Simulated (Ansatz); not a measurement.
Ir$_{5}$Ru

The calculation's input:

```
crystal:
  lattice:
    - [2.7293350398, 0.0, 0.0]
    - [0.0, 2.7293350398, 0.0]
    - [0.0, 0.0, 11.5793840477]
  atoms:
    - { symbol: Ru, position: [0.0, 0.0, 0.0] }
    - { symbol: Ir, position: [0.5, 0.5, 0.1637212693] }
    - { symbol: Ir, position: [0.0, 0.0, 0.3334143179] }
    - { symbol: Ir, position: [0.5, 0.5, 0.5] }
    - { symbol: Ir, position: [0.0, 0.0, 0.6665856821] }
    - { symbol: Ir, position: [0.5, 0.5, 0.8362787307] }
basis:
  ecutwfc: 500
kpoints:
  mp_grid: { grid: [14, 14, 4] }
  band_path:
    path:
      - [[0.0, 0.0, 0.0], [0.0, 0.5, 0.0], [0.5, 0.5, 0.0], [0.0, 0.0, 0.0], [0.0, 0.0, 0.5], [0.0, 0.5, 0.5], [0.5, 0.5, 0.5], [0.0, 0.0, 0.5]]
      - [[0.0, 0.5, 0.0], [0.0, 0.5, 0.5]]
      - [[0.5, 0.5, 0.0], [0.5, 0.5, 0.5]]
    npoints: 14
hamiltonian:
  xc: r2scan
scf:
  occupations: { method: gaussian, width: 0.1 }
  n_extra_bands: 15
output:
  forces: true
  stress: true
  eigenvalues: true
  populations: true
  dos: { projected: true, de: 0.02, nscf_kmesh: { grid: [17, 17, 5] } }
  bader: true
  write_density: true
  write_potential: true
  elf: true
  volumetric_format: npy
```

Run with:

```sh
ansatz run input.yaml --threads 1 --pin off --max-ram 2560MiB --backend cpu --events-out ev --progress --plain --runs-dir out
```

Below, planes, directions and counts refer to the conventional cell (a = 2.73 Å, b = 2.73 Å, c = 11.58 Å, α = 90.00°, β = 90.00°, γ = 90.00°).

Space group P4/mmm; a structure generated by program, which may or may not match a known phase; computed pressure about −7 GPa in this cell; computed without spin polarisation.

The calculation used Ansatz 0.2.0, DFT r2SCAN, scalar-relativistic, plane waves, PAW.

Question: What can the converged valence pseudo-density and electron localisation function tell about the bonding?

Answer: Ir–Ru (2.71 Å): the density is about 0.42 e/Å³ at the midpoint; the ELF is about 0.35 at the midpoint.
Ir–Ir (2.73 Å): the density is about 0.44 e/Å³ at the midpoint; the ELF is about 0.35 at the midpoint; no localised pair shows between them.
Bader's partition of the density gives Ru +0.29 and Ir −0.14 to +0.01 e.

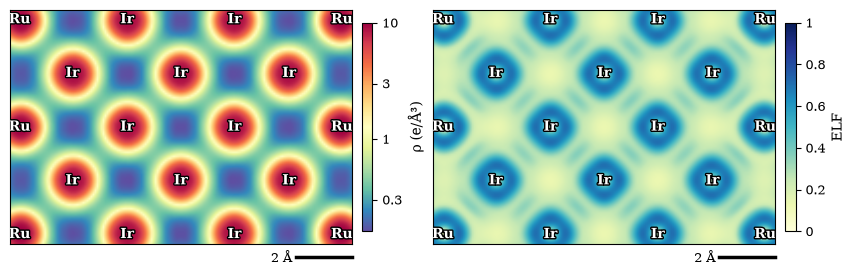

Computed valence pseudo-density and electron localisation function on the (11̄0) plane of the conventional cell, in this order. 

Core electrons are frozen (PAW), and the valence fields are smoothed inside the atomic spheres.
